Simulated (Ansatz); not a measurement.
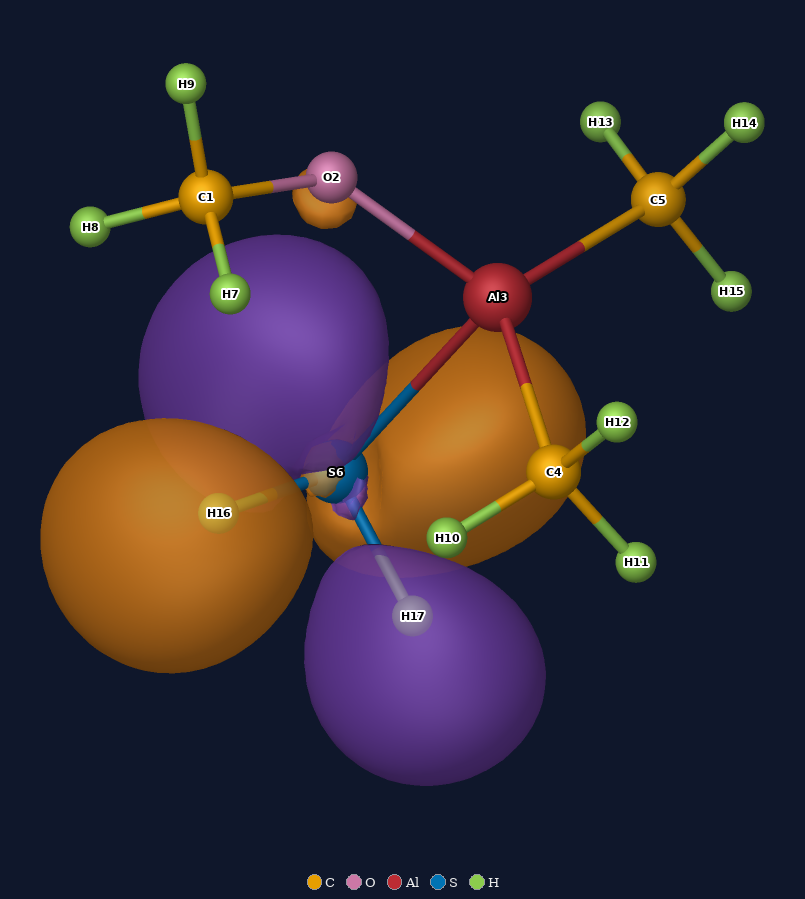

The picture shows: C₃H₁₁AlOS (SMILES C[O][Al-]([CH3])([CH3])[SH2+]). The LUMO at ±0.1 Å⁻³ᐟ² (orange and purple are the two phases), seen at a tilt.

Geometry: PBE0-D4/def2-TZVP.

These are results of RKS PBE0-D4/def2-TZVPP (Ansatz), not measurements.

Input file:

```
crystal:
  periodic: [false, false, false]
  atoms:
    - {symbol: C, position_ang: [1.408017, 2.019843, 0.376146]}
    - {symbol: O, position_ang: [1.058108, 1.012132, -0.513620]}
    - {symbol: Al, position_ang: [0.161839, -0.435924, -0.294003]}
    - {symbol: C, position_ang: [-0.170083, -1.032272, 1.549791]}
    - {symbol: C, position_ang: [0.171562, -1.667552, -1.811205]}
    - {symbol: S, position_ang: [-2.144219, 0.745828, -0.771167]}
    - {symbol: H, position_ang: [1.237970, 1.744582, 1.427752]}
    - {symbol: H, position_ang: [0.838605, 2.940205, 0.179308]}
    - {symbol: H, position_ang: [2.470278, 2.272419, 0.272875]}
    - {symbol: H, position_ang: [-0.434798, -0.214322, 2.227800]}
    - {symbol: H, position_ang: [-0.973851, -1.774452, 1.600766]}
    - {symbol: H, position_ang: [0.721861, -1.510674, 1.969744]}
    - {symbol: H, position_ang: [0.184789, -1.133775, -2.765841]}
    - {symbol: H, position_ang: [1.059845, -2.308054, -1.790255]}
    - {symbol: H, position_ang: [-0.696549, -2.335030, -1.813094]}
    - {symbol: H, position_ang: [-1.959642, 1.668966, 0.187044]}
    - {symbol: H, position_ang: [-2.952731, 0.007581, 0.008161]}
basis:
  gaussian: {orbitals: def2-TZVPP}
hamiltonian: {xc: pbe0, dispersion: d4}
output: {orbitals: {seedname: orbitals}}
```

Launched as:

```sh
ansatz run in.yaml --threads 8 --pin off --events-out ev --progress --plain --max-ram 18278MiB
```

**Describe this orbital and give its energy.**

Its weight (Hirshfeld) is mainly on S6 (about 55 %), H16 (about 20 %) and H17 (about 15 %). Its energy is −0.39 eV.
